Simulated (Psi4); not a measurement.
# InH3F− ([InFH3]-): HF/def2-TZVP (core potential, ints tolerance 1e-06, sweep point 3)

What is the vertical ionisation energy of InH3F− ([InFH3]-) at HF/def2-TZVP (core potential, ints tolerance 1e-06, sweep point 3)? 

The calculation is run with Psi4 1.11.

4 further runs of the same task are left out: 4 set aside as unsound or not needed.

## (1) The molecule

InH3F−: 5 atoms, total charge -1, spin state singlet. As SMILES, `[H][In-]([H])([H])[F]`. Geometry: a GFN2-xTB relaxation, a rough one for these elements and not checked as a minimum.

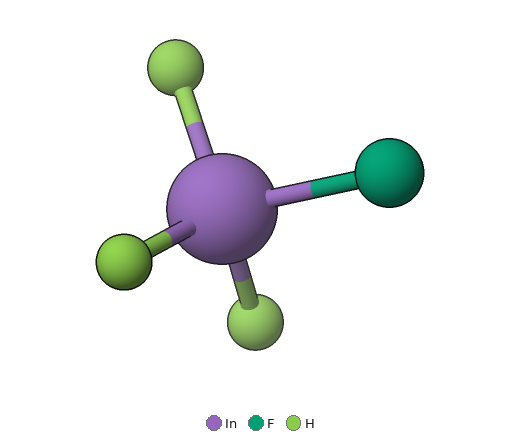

Viewed from a chosen angle; indium purple, fluorine teal, hydrogen green.

## (2) The energy at HF/def2-TZVP (core potential, ints tolerance 1e-06, sweep point 3)

Input file run.py:

```python
import psi4

psi4.set_memory(1600000000)
psi4.set_num_threads(1)
psi4.set_output_file('output.dat', False)

mol = psi4.geometry("""
-1 1
In     0.001730     0.003130    -0.134360
F      0.009540    -0.019260     1.883540
H      1.643850     0.009670    -0.593190
H     -0.832240     1.425350    -0.564970
H     -0.822880    -1.418880    -0.591010
units angstrom
symmetry c1
""")

options = {'basis': 'def2-TZVP', 'puream': True, 'scf_type': 'direct', 'ints_tolerance': 1e-06, 'maxiter': 60}
psi4.set_options(options)

energy_value = psi4.energy('scf', molecule=mol)
print('E =', round(energy_value, 9))
```

Launch:

```sh
$ python run.py
```

output.dat, cut to the lines that bear on the results:

```text
[...]
    !!!  WARNING: ECP capability is in beta. Please check occupations closely.  !!!
[...]
  Running in c1 symmetry.
[...]
  Nuclear repulsion =   74.489243747919261
[...]
  Multiplicity = 1
[...]
  Nalpha       = 17
  Nbeta        = 17
[...]
    Number of basis functions: 99
[...]
   @DF-RHF iter   1:  -290.34571243672627   -1.56045e+00   5.64798e-03 DIIS/ADIIS
[...]
   @RHF iter  10:  -290.46810734332587   -3.09335e-08   3.84422e-07 DIIS
[...]
    Orbital Energies [Eh]
    ---------------------
    Doubly Occupied:
       1A    -25.978624     2A     -5.149774     3A     -3.406708
       4A     -3.406028     5A     -3.406011     6A     -1.252057
       7A     -0.800254     8A     -0.800179     9A     -0.797579
      10A     -0.790386    11A     -0.790363    12A     -0.406348
      13A     -0.348300    14A     -0.348283    15A     -0.303001
      16A     -0.201167    17A     -0.200366
[...]
  @RHF Final Energy:  -290.46810734332587
   => Energetics <=
    Nuclear Repulsion Energy =             74.4892437479192608
    One-Electron Energy =                -633.1438544214702233
    Two-Electron Energy =                 268.1865033302250367
    Total Energy =                       -290.4681073433258689
[...]
 Multipole Moments:
 ------------------------------------------------------------------------------------
     Multipole            Electronic (a.u.)      Nuclear  (a.u.)        Total (a.u.)
 ------------------------------------------------------------------------------------
 L = 1.  Multiply by 2.5417464519 to convert [e a0] to [Debye]
 Dipole X            :         -0.0350097            0.0417026            0.0066929
 Dipole Y            :          0.1930900           -0.1774104            0.0156796
 Dipole Z            :        -15.6338934           14.9336129           -0.7002806
 Magnitude           :                                                    0.7004881
[...]
```

The script printed:

```text
E = -290.468107343
```

It took 3.6 s on 1 thread of Intel Xeon Platinum 8488C (Sapphire Rapids), shared host; peak memory 0.22 GiB.

## (3) Doublet neutral InH3F at the same level

Input file calc.py:

```python
import psi4

psi4.set_memory(1600000000)
psi4.set_num_threads(1)
psi4.set_output_file('psi4.out', False)

mol = psi4.geometry("""
0 2
In     0.001730     0.003130    -0.134360
F      0.009540    -0.019260     1.883540
H      1.643850     0.009670    -0.593190
H     -0.832240     1.425350    -0.564970
H     -0.822880    -1.418880    -0.591010
symmetry c1
""")

options = {'basis': 'def2-TZVP', 'reference': 'uhf', 'puream': True, 'scf_type': 'direct', 'ints_tolerance': 1e-06, 'maxiter': 150}
psi4.set_options(options)

result, w = psi4.energy("scf", return_wfn=True)
print(f'scf energy: {result:.10f} Eh')
```

Launch:

```sh
$ python calc.py
```

psi4.out, cut to the lines that bear on the results:

```text
[...]
    !!!  WARNING: ECP capability is in beta. Please check occupations closely.  !!!
[...]
  Running in c1 symmetry.
[...]
  Nuclear repulsion =   74.489243747919261
[...]
  Multiplicity = 2
[...]
  Nalpha       = 17
  Nbeta        = 16
[...]
    Number of basis functions: 99
[...]
   @DF-UHF iter   1:  -290.19150704397714   -1.40625e+00   5.36193e-03 ADIIS/DIIS
[...]
   @UHF iter  20:  -290.30907383375802   -3.63810e-08   4.50111e-07 DIIS
[...]
   @S^2 Observed:                7.739090144E-01
[...]
    Orbital Energies [Eh]
    ---------------------
    Alpha Occupied:
       1A    -26.179740     2A     -5.411143     3A     -3.676378
       4A     -3.663099     5A     -3.662764     6A     -1.448935
       7A     -1.079432     8A     -1.059980     9A     -1.055832
      10A     -1.046207    11A     -1.045561    12A     -0.710230
      13A     -0.571233    14A     -0.543881    15A     -0.539855
      16A     -0.494110    17A     -0.433517
    Alpha Virtual:
      18A      0.057759    19A      0.080028    20A      0.085898
      21A      0.132431    22A      0.171760    23A      0.179352
      24A      0.191385    25A      0.238219    26A      0.262827
[...]
  @UHF Final Energy:  -290.30907383375802
   => Energetics <=
    Nuclear Repulsion Energy =             74.4892437479192608
    One-Electron Energy =                -625.1396628812608469
    Two-Electron Energy =                 260.3413452995835087
    Total Energy =                       -290.3090738337580206
  UHF NO Occupations:
  HONO-2 :   15  A 1.9974666
  HONO-1 :   16  A 1.9908028
[...]
 Multipole Moments:
 ------------------------------------------------------------------------------------
     Multipole            Electronic (a.u.)      Nuclear  (a.u.)        Total (a.u.)
 ------------------------------------------------------------------------------------
 L = 1.  Multiply by 2.5417464519 to convert [e a0] to [Debye]
 Dipole X            :         -0.6080533            0.0417026           -0.5663507
 Dipole Y            :          1.1100926           -0.1774104            0.9326822
 Dipole Z            :        -16.5966831           14.9336129           -1.6630703
 Magnitude           :                                                    1.9890832
[...]
```

On the terminal:

```text
scf energy: -290.3090738338 Eh
```

It took 4.5 s on 1 thread of Intel Xeon Platinum 8488C (Sapphire Rapids), shared host; peak memory 0.22 GiB.

## (4) What came out

Level: HF/def2-TZVP (core potential, ints tolerance 1e-06, sweep point 3).

| quantity | value |
| --- | --- |
| singlet InH3F−: total energy | -290.46811 Eh |
| singlet InH3F−: HOMO energy | -5.45 eV |
| singlet InH3F−: LUMO energy | 5.86 eV |
| singlet InH3F−: HOMO–LUMO gap (to an unbound level, set by the basis) | 11.32 eV |
| doublet neutral InH3F: total energy | -290.30907 Eh |
| doublet neutral InH3F: dipole moment | 5.06 D |
| doublet neutral InH3F: HOMO energy (highest over α and β) | -10.74 eV |
| doublet neutral InH3F: LUMO energy (lowest over α and β) | -3.33 eV |
| doublet neutral InH3F: ⟨S²⟩ | 0.774 |
| vertical detachment energy (to the doublet neutral) | 4.328 eV |

In words: The vertical ionisation energy comes to 4.33 eV (100 kcal/mol). −ε(HOMO) before ionisation, 5.45 eV, is 1.12 eV above this ionisation energy.
